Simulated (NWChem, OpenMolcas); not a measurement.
## A ladder of methods for SnNH4F (SMILES [NH2][SnH2][F])

SnNH4F has 7 atoms, charge 0, and is taken as a singlet. As SMILES, `[NH2][SnH2][F]`. Geometry: relaxed at PBE0-D4/def2-TZVP. This is one conformer, not always the lowest.

```xyz
7

N    -0.8246    0.0883   -0.9430
Sn    0.4977   -0.0651    0.5429
F     0.2339   -1.8275    1.2724
H    -1.5842    0.7414   -0.8296
H    -0.4695    0.1255   -1.8857
H     0.1131    0.9711    1.8338
H     2.0949   -0.1018   -0.0366
```

Each level gives the electronic atomisation energy (eV). The values are calculated. Electronic energies at fixed atoms, without zero-point motion or spin-orbit coupling.

| level | kind | program | value (eV) | less CCSD(T)/def2-SVP | CPU time (all runs) |
| --- | --- | --- | --- | --- | --- |
| BLYP/def2-SVP (core potential) | GGA | OpenMolcas | 20.38 | +1.32 | 34 s |
| PBE/def2-SVP (core potential) | GGA | OpenMolcas | 20.69 | +1.63 | 33 s |
| M06-L/def2-SVP (core potential) | meta-GGA | OpenMolcas | 20.58 | +1.52 | 45 s |
| TPSS/def2-SVP (core potential) | meta-GGA | OpenMolcas | 20.73 | +1.67 | 43 s |
| M06-2X/def2-SVP (core potential) | hybrid meta-GGA | OpenMolcas | 20.05 | +0.99 | 36 s |
| PBE0/def2-SVP (core potential) | global hybrid | OpenMolcas | 20.10 | +1.04 | 30 s |
| MP2/def2-SVP (core potential) | perturbation theory | NWChem | 19.23 | +0.17 | 37 s |
| CCSD(T)/def2-SVP (core potential) | coupled cluster or CI | NWChem | 19.06 | 0.00 | 99 s |

Differences are taken from CCSD(T)/def2-SVP (core potential) for orientation; it has basis-set and higher-order errors of its own. The values span 19.06 to 20.73 eV. In the correlated wave-function rows the outer d shell of Sn is correlated, in sets not made for it. Times are those of the runs behind each value, whatever else they computed, on shared processors of several kinds: orders of magnitude only.

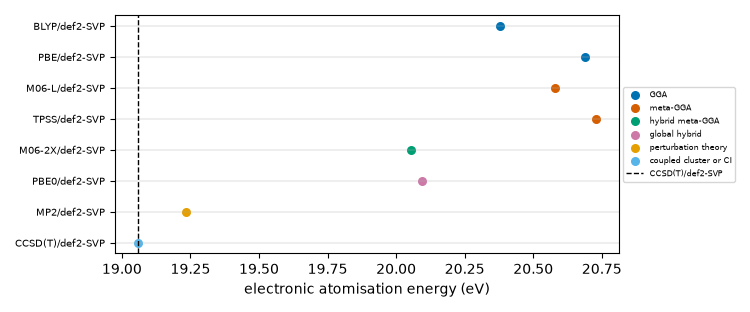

The values of the table, level by level.
